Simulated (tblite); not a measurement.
C2H12N2O2Si3: geometry relaxation

- system: C2H12N2O2Si3, SMILES CC(=O)O[Si@H](N)N([SiH3])[SiH3]
- method: GFN2-xTB geometry optimisation, gas phase (tblite 0.8.0)

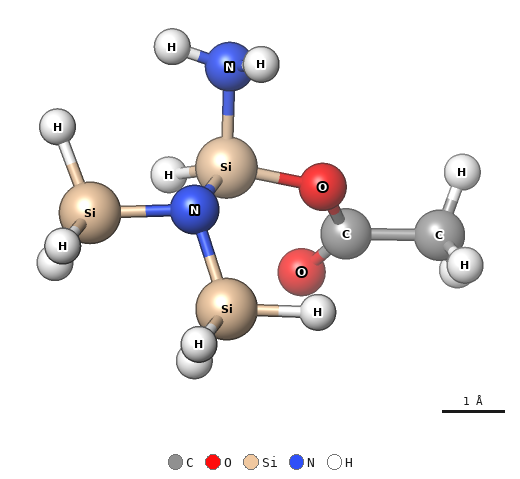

The structure as given in the input (ball-and-stick view, seen at a tilt).

Key numbers:

| quantity | value |
| --- | --- |
| outcome | converged |
| total energy | −808.9961 eV |
| hardware | 1 CPU thread, shared host |
| wall time | 3.8 s |
| peak memory | 0.22 GiB |

Input file:
```
{"job": {"xc": "GFN2-xTB", "basis": "xTB", "kind": "relax"}, "charge": 0, "multiplicity": 1}
C      3.459300    -0.444400     0.621800
C      2.249900    -0.428500    -0.292100
O      2.164300    -1.129100    -1.282400
O      1.319600     0.426800     0.190300
Si    -0.087100     0.759100    -0.572800
N     -0.252200     2.427700    -0.329800
N     -1.447600     0.212500     0.221200
Si    -1.229400    -1.372400     0.791800
Si    -2.768300     0.146200    -0.839400
H      3.849500     0.569200     0.720000
H      3.167400    -0.837800     1.600800
H      4.221900    -1.086100     0.195000
H     -0.062800     0.519100    -2.022800
H     -1.074100     2.759600    -0.807800
H     -0.440900     2.556600     0.665800
H     -0.956700    -2.319200    -0.308100
H     -0.115200    -1.408700     1.761900
H     -2.447300    -1.819600     1.523100
H     -3.989100    -0.265600    -0.096400
H     -2.527000    -0.769300    -1.971700
H     -3.043100     1.520800    -1.351500
```

The first line tells a small driver script what to run in tblite; the rest is the geometry in Å.

Command:
```bash
OMP_NUM_THREADS=1 python <driver script> task.json out
```

The program's output:
```
step      E/eV     max force
  0    -807.90719    2.826
  1    -808.22192    1.513
  2    -808.31715    1.659
  3    -808.38558    1.096
  4    -808.45776    0.978
  5    -808.53254    0.794
  6    -808.57336    0.506
  7    -808.61664    0.499
  8    -808.65603    0.569
  9    -808.70102    0.619
 10    -808.75234    0.448
 11    -808.80094    0.436
 12    -808.83442    0.410
 13    -808.85584    0.312
 14    -808.86936    0.271
 15    -808.88005    0.232
 16    -808.89028    0.290
 17    -808.89975    0.335
 18    -808.90856    0.251
 19    -808.91562    0.187
 20    -808.92047    0.170
 21    -808.92372    0.125
 22    -808.92582    0.100
 23    -808.92742    0.096
 24    -808.92917    0.129
 25    -808.93128    0.141
 26    -808.93371    0.105
 27    -808.93601    0.101
 28    -808.93783    0.121
 29    -808.93941    0.113
 30    -808.94134    0.122
 31    -808.94390    0.172
 32    -808.94704    0.191
 33    -808.95011    0.175
 34    -808.95263    0.139
 35    -808.95459    0.103
 36    -808.95672    0.118
 37    -808.95915    0.127
 38    -808.96138    0.116
 39    -808.96329    0.096
 40    -808.96556    0.120
 41    -808.96808    0.144
 42    -808.96989    0.149
 43    -808.97142    0.154
 44    -808.97260    0.122
 45    -808.97434    0.083
 46    -808.97569    0.104
 47    -808.97739    0.078
 48    -808.97822    0.067
 49    -808.97889    0.113
 50    -808.97962    0.070
 51    -808.98066    0.076
 52    -808.98182    0.067
 53    -808.98248    0.075
 54    -808.98329    0.081
 55    -808.98405    0.076
 56    -808.98475    0.060
 57    -808.98525    0.047
 58    -808.98561    0.044
 59    -808.98594    0.049
 60    -808.98627    0.041
 61    -808.98658    0.041
 62    -808.98690    0.040
 63    -808.98690    0.040
 64    -808.98706    0.031
 65    -808.98736    0.067
 66    -808.98748    0.044
 67    -808.98766    0.070
 68    -808.98795    0.061
 69    -808.98812    0.034
 70    -808.98833    0.034
 71    -808.98850    0.047
 72    -808.98871    0.044
 73    -808.98892    0.039
 74    -808.98910    0.028
 75    -808.98923    0.033
 76    -808.98934    0.031
 77    -808.98947    0.031
 78    -808.98965    0.033
 79    -808.98983    0.029
 80    -808.98996    0.023
 81    -808.99006    0.024
 82    -808.99017    0.029
 83    -808.99031    0.038
 84    -808.99046    0.032
 85    -808.99059    0.025
 86    -808.99071    0.023
 87    -808.99082    0.032
 88    -808.99092    0.029
 89    -808.99099    0.017
 90    -808.99104    0.017
 91    -808.99110    0.024
 92    -808.99118    0.030
 93    -808.99124    0.023
 94    -808.99128    0.014
 95    -808.99132    0.013
 96    -808.99135    0.019
 97    -808.99138    0.021
 98    -808.99141    0.016
 99    -808.99144    0.013
100    -808.99147    0.014
101    -808.99150    0.017
102    -808.99153    0.021
103    -808.99157    0.021
104    -808.99161    0.017
105    -808.99165    0.018
106    -808.99169    0.022
107    -808.99175    0.026
108    -808.99183    0.036
109    -808.99194    0.038
110    -808.99204    0.028
111    -808.99212    0.017
112    -808.99218    0.016
113    -808.99224    0.021
114    -808.99230    0.022
115    -808.99236    0.019
116    -808.99242    0.019
117    -808.99248    0.021
118    -808.99254    0.021
119    -808.99261    0.020
120    -808.99268    0.023
121    -808.99276    0.025
122    -808.99286    0.025
123    -808.99297    0.025
124    -808.99306    0.024
125    -808.99315    0.022
126    -808.99326    0.029
127    -808.99335    0.033
128    -808.99344    0.026
129    -808.99350    0.016
130    -808.99358    0.016
131    -808.99362    0.024
132    -808.99370    0.025
133    -808.99375    0.032
134    -808.99379    0.016
135    -808.99382    0.018
136    -808.99385    0.024
137    -808.99391    0.026
138    -808.99398    0.026
139    -808.99406    0.024
140    -808.99412    0.024
141    -808.99419    0.025
142    -808.99426    0.020
143    -808.99434    0.017
144    -808.99444    0.020
145    -808.99452    0.018
146    -808.99457    0.014
147    -808.99460    0.011
148    -808.99462    0.013
149    -808.99464    0.015
150    -808.99467    0.012
151    -808.99469    0.010
152    -808.99471    0.008
153    -808.99472    0.012
154    -808.99474    0.012
155    -808.99476    0.010
156    -808.99478    0.012
157    -808.99481    0.013
158    -808.99484    0.012
159    -808.99487    0.010
160    -808.99489    0.008
161    -808.99490    0.010
162    -808.99493    0.014
163    -808.99496    0.015
164    -808.99501    0.013
165    -808.99506    0.013
166    -808.99510    0.014
167    -808.99514    0.014
168    -808.99517    0.020
169    -808.99522    0.017
170    -808.99529    0.014
171    -808.99535    0.013
172    -808.99538    0.012
173    -808.99542    0.011
174    -808.99545    0.012
175    -808.99549    0.013
176    -808.99553    0.016
177    -808.99556    0.012
178    -808.99560    0.009
179    -808.99563    0.011
180    -808.99566    0.013
181    -808.99569    0.011
182    -808.99572    0.009
183    -808.99575    0.011
184    -808.99578    0.014
185    -808.99583    0.016
186    -808.99588    0.013
187    -808.99591    0.009
188    -808.99592    0.007
189    -808.99593    0.006
190    -808.99593    0.006
191    -808.99594    0.007
192    -808.99595    0.007
193    -808.99595    0.006
194    -808.99596    0.005
195    -808.99597    0.006
196    -808.99597    0.005
197    -808.99597    0.005
198    -808.99598    0.006
199    -808.99598    0.005
200    -808.99599    0.005
201    -808.99599    0.006
202    -808.99600    0.006
203    -808.99600    0.005
204    -808.99601    0.005
205    -808.99601    0.005
206    -808.99602    0.005
207    -808.99603    0.006
208    -808.99603    0.005
209    -808.99604    0.005
210    -808.99604    0.005
211    -808.99605    0.005
212    -808.99605    0.005
213    -808.99605    0.004
214    -808.99606    0.005
215    -808.99606    0.006
216    -808.99607    0.008
217    -808.99607    0.006
218    -808.99608    0.004
219    -808.99608    0.004
220    -808.99608    0.007
221    -808.99609    0.008
222    -808.99609    0.006
223    -808.99610    0.005
224    -808.99610    0.005
225    -808.99610    0.007
226    -808.99611    0.009
227    -808.99611    0.008
228    -808.99612    0.004
```

Trajectory as extended XYZ (Å, eV, eV/Å), 5 of the 12 frames kept, from step=0 to step=228:
```
21
Properties=species:S:1:pos:R:3:forces:R:3 step=0 energy=-807.90719
C     3.4593   -0.4444    0.6218   -0.1340  -0.0330  -0.1460
C     2.2499   -0.4285   -0.2921    0.1070  -0.4390  -0.0350
O     2.1643   -1.1291   -1.2824   -0.4720   1.2460   1.2650
O     1.3196    0.4268    0.1903    0.7190  -1.0860  -0.7620
Si   -0.0871    0.7591   -0.5728    1.8870   0.7550  -1.9640
N    -0.2522    2.4277   -0.3298   -0.0890   1.3250   0.5120
N    -1.4476    0.2125    0.2212   -1.0550  -1.0960   1.0010
Si   -1.2294   -1.3724    0.7918    0.1740  -2.2690   1.5270
Si   -2.7683    0.1462   -0.8394   -2.3700   0.5410  -1.1370
H     3.8495    0.5692    0.7200   -0.1230  -0.1220   0.1330
H     3.1674   -0.8378    1.6008    0.0400   0.2380  -0.1890
H     4.2219   -1.0861    0.1950    0.0610  -0.0550  -0.0320
H    -0.0628    0.5191   -2.0228    0.2190  -0.1140   0.2810
H    -1.0741    2.7596   -0.8078    0.0470   0.3450  -0.0570
H    -0.4409    2.5566    0.6658    0.1960   0.4080  -0.2590
H    -0.9567   -2.3192   -0.3081    0.0110   0.0870   0.1930
H    -0.1152   -1.4087    1.7619   -0.1640   0.1200  -0.2150
H    -2.4473   -1.8196    1.5231    0.3310   0.2560  -0.2710
H    -3.9891   -0.2656   -0.0964    0.4840   0.0930  -0.1360
H    -2.5270   -0.7693   -1.9717   -0.1090   0.1980   0.1290
H    -3.0431    1.5208   -1.3515    0.2410  -0.3960   0.1650
21
Properties=species:S:1:pos:R:3:forces:R:3 step=62 energy=-808.98690
C     3.3456   -0.4591    0.6832   -0.0130   0.0050   0.0070
C     2.0717   -0.4715   -0.1232   -0.0160   0.0130  -0.0290
O     1.7470   -1.3681   -0.8574   -0.0120   0.0180   0.0110
O     1.3408    0.6080    0.0634    0.0080   0.0210   0.0070
Si   -0.0757    0.8919   -0.7582    0.0140   0.0070   0.0040
N    -0.2823    2.5463   -0.3382    0.0020  -0.0030   0.0100
N    -1.3436   -0.1651   -0.2267   -0.0170   0.0170   0.0050
Si   -1.0182   -1.5922    0.7308    0.0050  -0.0030   0.0160
Si   -2.9110    0.0861   -0.9424   -0.0250   0.0140  -0.0050
H     3.7420    0.5501    0.7428    0.0020   0.0160  -0.0330
H     3.1194   -0.7946    1.6934   -0.0180  -0.0270   0.0170
H     4.0712   -1.1351    0.2408   -0.0050  -0.0040   0.0030
H     0.1456    0.7981   -2.1945    0.0250  -0.0060   0.0120
H    -1.1805    2.9596   -0.5165    0.0000  -0.0020  -0.0160
H     0.0733    2.8664    0.5485    0.0150  -0.0060  -0.0090
H    -0.6439   -2.7189   -0.1138    0.0070  -0.0250  -0.0300
H     0.0344   -1.2591    1.6918    0.0220  -0.0070   0.0240
H    -2.2530   -1.8659    1.4685   -0.0200  -0.0020  -0.0050
H    -3.9190   -0.2995    0.0445    0.0240  -0.0050  -0.0110
H    -3.0589   -0.6803   -2.1828    0.0050   0.0030   0.0230
H    -3.0140    1.5199   -1.2372   -0.0040  -0.0230  -0.0020
21
Properties=species:S:1:pos:R:3:forces:R:3 step=124 energy=-808.99306
C     3.3010   -0.4858    0.7149    0.0060   0.0030  -0.0010
C     2.0386   -0.4369   -0.1042    0.0040  -0.0020  -0.0150
O     1.6880   -1.3097   -0.8564    0.0080  -0.0030  -0.0060
O     1.3447    0.6634    0.0865    0.0010   0.0010   0.0060
Si   -0.0671    0.9192   -0.7565   -0.0070   0.0020   0.0040
N    -0.2939    2.5801   -0.3787   -0.0100   0.0010   0.0110
N    -1.3182   -0.1474   -0.2066    0.0000  -0.0130  -0.0140
Si   -0.9613   -1.6202    0.6724   -0.0020   0.0000   0.0010
Si   -2.9026    0.0862   -0.8910    0.0010  -0.0030   0.0030
H     3.8078    0.4737    0.6681    0.0050   0.0230  -0.0020
H     3.0355   -0.6818    1.7519    0.0000  -0.0030   0.0070
H     3.9480   -1.2778    0.3516    0.0050  -0.0190   0.0060
H     0.1825    0.8073   -2.1865    0.0040  -0.0080  -0.0040
H    -1.1962    2.9739   -0.5776   -0.0020   0.0150  -0.0070
H     0.0443    2.9219    0.5063    0.0100   0.0040   0.0040
H    -0.5882   -2.7015   -0.2323   -0.0070   0.0080   0.0040
H     0.0937   -1.3248    1.6455   -0.0090  -0.0070   0.0020
H    -2.1920   -1.9390    1.4013    0.0020  -0.0010  -0.0020
H    -3.8798   -0.2620    0.1386   -0.0020   0.0000   0.0010
H    -3.0865   -0.7284   -2.0943   -0.0030   0.0030   0.0060
H    -3.0074    1.5066   -1.2365   -0.0040  -0.0020  -0.0030
21
Properties=species:S:1:pos:R:3:forces:R:3 step=165 energy=-808.99506
C     3.2944   -0.4700    0.7472    0.0020  -0.0030   0.0040
C     2.0583   -0.4269   -0.1125    0.0020   0.0060   0.0010
O     1.7533   -1.2827   -0.9023   -0.0020  -0.0070   0.0030
O     1.3364    0.6541    0.0884   -0.0050   0.0020   0.0080
Si   -0.0692    0.9134   -0.7622   -0.0010   0.0080  -0.0050
N    -0.2884    2.5741   -0.3793   -0.0070  -0.0010   0.0060
N    -1.3190   -0.1601   -0.2200    0.0030   0.0100   0.0040
Si   -0.9567   -1.6529    0.6211    0.0030   0.0050  -0.0010
Si   -2.9212    0.0984   -0.8528    0.0050  -0.0050  -0.0010
H     3.8792    0.4331    0.5883   -0.0050  -0.0050  -0.0110
H     2.9964   -0.4989    1.7931    0.0030  -0.0030   0.0020
H     3.8831   -1.3496    0.5056    0.0090   0.0040   0.0030
H     0.1790    0.8009   -2.1923    0.0020   0.0030  -0.0030
H    -1.1784    2.9882   -0.5919   -0.0050  -0.0060  -0.0060
H     0.0494    2.9142    0.5066    0.0060  -0.0040   0.0000
H    -0.5702   -2.7014   -0.3159   -0.0030  -0.0020   0.0000
H     0.0954   -1.3812    1.6040   -0.0060  -0.0040   0.0030
H    -2.1881   -2.0028    1.3339    0.0050  -0.0020  -0.0020
H    -3.8750   -0.1791    0.2203    0.0050   0.0000   0.0050
H    -3.1689   -0.7599   -2.0128   -0.0090  -0.0010  -0.0060
H    -2.9989    1.5061   -1.2500   -0.0010   0.0050  -0.0030
21
Properties=species:S:1:pos:R:3:forces:R:3 step=228 energy=-808.99612
C     3.3151   -0.4394    0.7571   -0.0020  -0.0010  -0.0020
C     2.0621   -0.4317   -0.0793    0.0000   0.0010  -0.0020
O     1.7568   -1.3057   -0.8490    0.0010   0.0010   0.0000
O     1.3308    0.6445    0.1122    0.0010   0.0020   0.0020
Si   -0.0646    0.9042   -0.7554    0.0020   0.0000   0.0020
N    -0.2925    2.5624   -0.3684   -0.0020   0.0000   0.0000
N    -1.3221   -0.1705   -0.2372    0.0020   0.0000  -0.0010
Si   -0.9684   -1.6871    0.5664    0.0000   0.0010  -0.0010
Si   -2.9328    0.1173   -0.8347    0.0020  -0.0030   0.0000
H     3.9281    0.4169    0.4846    0.0020   0.0010   0.0000
H     3.0479   -0.3432    1.8067    0.0000  -0.0020   0.0010
H     3.8670   -1.3597    0.5927    0.0000  -0.0010   0.0010
H     0.2093    0.7982   -2.1820   -0.0010  -0.0020   0.0010
H    -1.1844    2.9711   -0.5833   -0.0010   0.0010   0.0000
H     0.0423    2.9025    0.5186    0.0000  -0.0020  -0.0010
H    -0.5745   -2.7078   -0.3970   -0.0010  -0.0010   0.0000
H     0.0660   -1.4449    1.5747    0.0000   0.0020   0.0010
H    -2.2103   -2.0572    1.2507   -0.0020   0.0000   0.0000
H    -3.8598   -0.0600    0.2831   -0.0020   0.0010   0.0010
H    -3.2540   -0.7952   -1.9338   -0.0020   0.0000   0.0000
H    -2.9710    1.5023   -1.3099    0.0000   0.0000  -0.0010
```
